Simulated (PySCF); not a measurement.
## Electronic structure of CH₈P₂SSi₂ (SMILES CS[SiH]1P[SiH2]P1) in real space

Input

```
{"job": {"kind": "nmr", "xc": "PBE0", "basis": "pcSseg-1", "pop": false}, "charge": 0, "multiplicity": 1}
C     -2.811034    -0.595218    -0.516026
S     -1.862643     0.849904    -1.091641
Si    -0.256196     0.763452     0.319619
P      0.672452    -1.307136     0.519339
Si     2.654344    -0.348861    -0.053474
P      1.654155     1.582609    -0.372860
H     -3.305416    -0.354793     0.419971
H     -3.547682    -0.811376    -1.282096
H     -2.139795    -1.441089    -0.389306
H     -0.727209     1.313372     1.596058
H      0.849929    -1.202397     1.886119
H      3.184421    -0.956707    -1.272065
H      3.637991    -0.315741     1.028780
H      1.996682     2.823980    -0.792419
```

Run with:

```sh
OMP_NUM_THREADS=1 python ens_run.py task.json out
```

Geometry: GFN2-xTB.

Level of theory: PySCF, PBE0/pcSseg-1, SCF density, gas phase, non-relativistic.

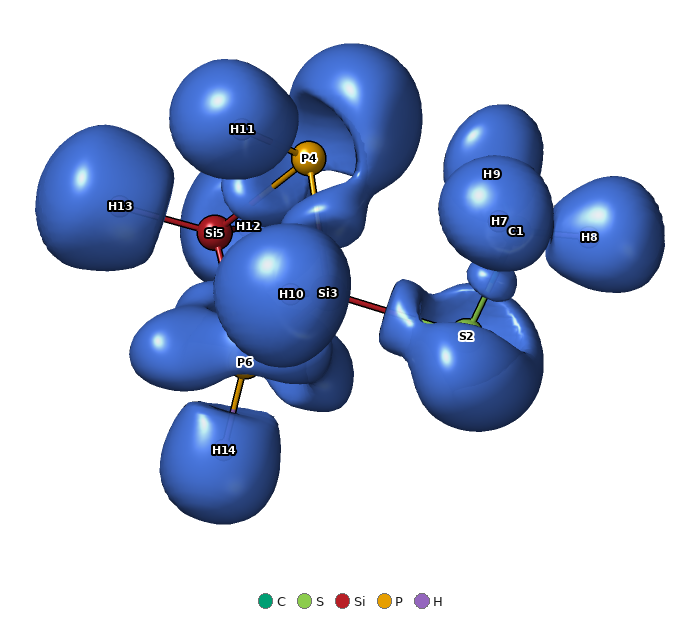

Figure 1. Isosurface of the ELF at 0.8 (blue), seen at a tilt. Only the valence region is drawn (cores and ρ < 0.01 e/Å³ removed).

> Where are the electrons localised?

At this value the surface marks out one region between bonded C–S atoms (shared pairs), eight regions around hydrogen nuclei, two regions on P in which the atom's valence shell and bonds are merged and one region on S in which the atom's valence shell and bonds are merged. Along the contacts the grid gives the following. C–S (1.82 Å): the ELF peaks at about 0.90 between the atoms; a shared electron pair. Si–S (2.14 Å): the ELF peaks at about 0.90 between the atoms: a covalent bond.

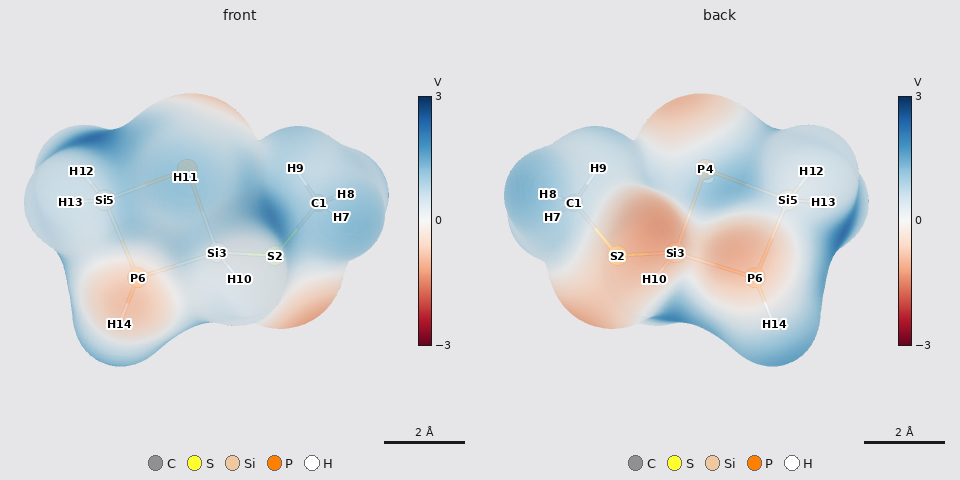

Figure 2. The electrostatic potential painted on the density surface at 0.004 e/bohr³, seen from the front and from behind; red is negative and blue positive.

> Which sites attract a positive test charge, and which a negative one?

A positive charge is drawn to the negative regions and a negative charge to the positive ones. The most negative region (about −1.2 V) lies over S2, the most positive (about +2.2 V) over Si5.
